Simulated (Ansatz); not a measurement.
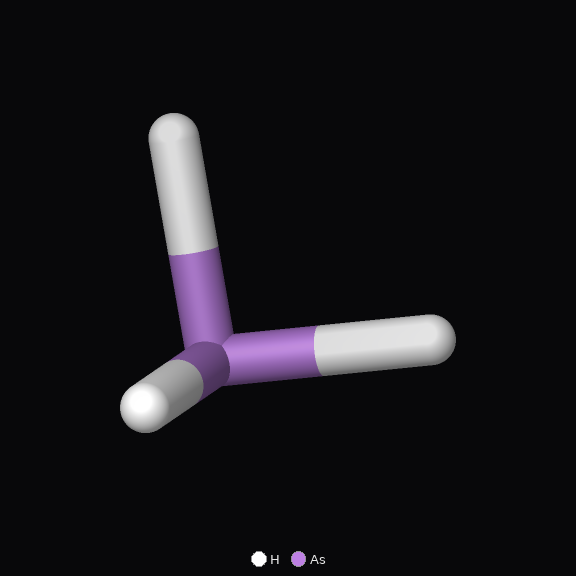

Stick drawing of a structure.

Question: What is the molecular formula?

Answer: AsH₃, 4 atoms: 1 arsenic and 3 hydrogen.

Question: How many sets of symmetry-equivalent atoms are there?

Answer: 2: 3 H, 1 As.

Question: Which point group does it belong to?

Answer: C3v.

Question: How many bonds of each kind are drawn?

Answer: 3 As–H. Sticks follow a distance rule.

The parts below concern this one geometry. Atoms keep their numbers from picture to picture. The computed structure is the end point of a PBE0-D4/def2-TZVP optimisation.

### Charges

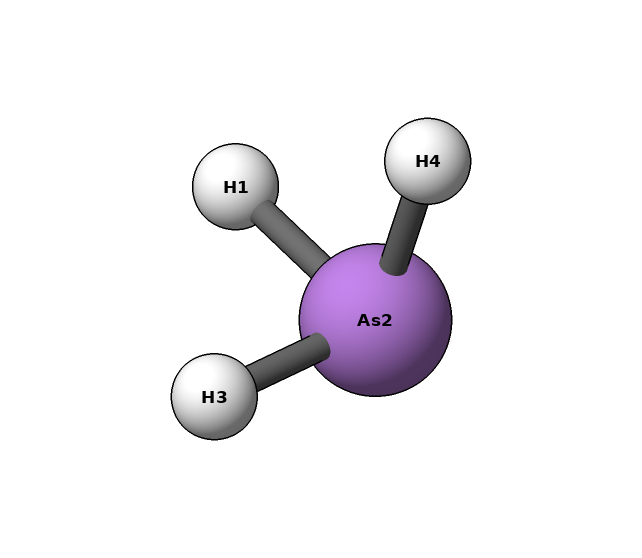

The questions are on Mulliken charges. Level of theory: RKS PBE0-D4/def2-TZVP (Ansatz 0.2.0).

List the Mulliken charges.

| atom | value (e) |
| --- | --- |
| H1 | 0.07 |
| As2 | −0.21 |
| H3 | 0.07 |
| H4 | 0.07 |

### Vibrations

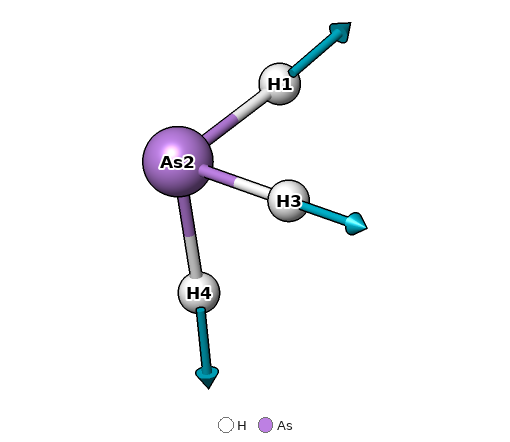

The arrows show one normal mode. Harmonic vibrations computed with RKS PBE0-D4/def2-TZVP (Ansatz 0.2.0) at a stationary point of the same level.

Question: Describe the motion.

Answer: Mostly in-phase stretching of 3 As–H bonds.

Question: At what wavenumber does it lie?

Answer: 2215 cm⁻¹; it is mode 4 of 6 counted from the lowest.

### Dipole moment

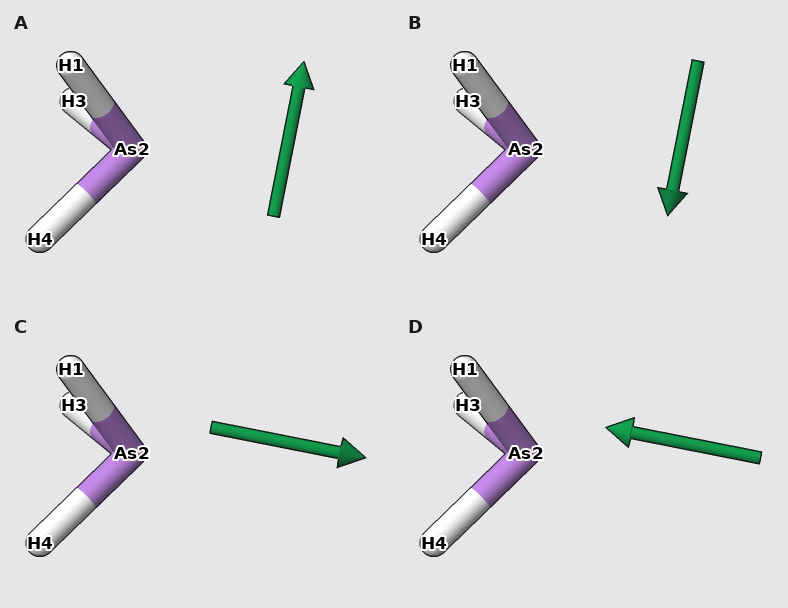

The same molecule four times, each with an arrow. Method: RKS PBE0-D4/def2-TZVP (Ansatz 0.2.0).

Question: Which arrow points along the dipole moment, from the negative to the positive end?

Answer: D. The dipole moment is 0.34 D; it points from the side of As2 to the side of H1, H3, H4 (the outermost atoms at the two ends).

Mulliken values depend strongly on the basis set and can even reverse the polarity of a bond.
